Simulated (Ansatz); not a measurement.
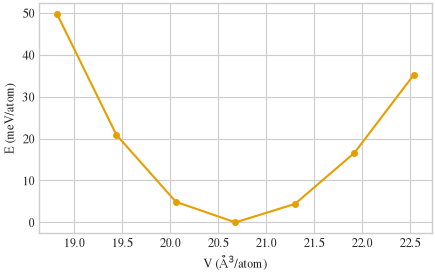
Fig. 1. BiB (zinc blende, F-43m) under volume change, DFT-r²SCAN in the program Ansatz with PAW potentials, scaled uniformly.

### Question
What does a third-order Birch–Murnaghan fit give for V₀, B₀ and B′?

### Answer
V₀ = 20.68 Å³/atom, B₀ = 79.5 GPa, B′ = 4.7.

The cell is a constructed one: a structure type filled with these elements; neither database checked (COD, Materials Project) lists it. Its standing as an ambient phase is unchecked. Symmetry was held in the r²SCAN relaxation; of distortions, only those at the zone centre were tested. Scalar-relativistic: spin–orbit coupling is off unless named, which matters more the heavier the elements.

Potentials: the later of the program's two PAW sets.
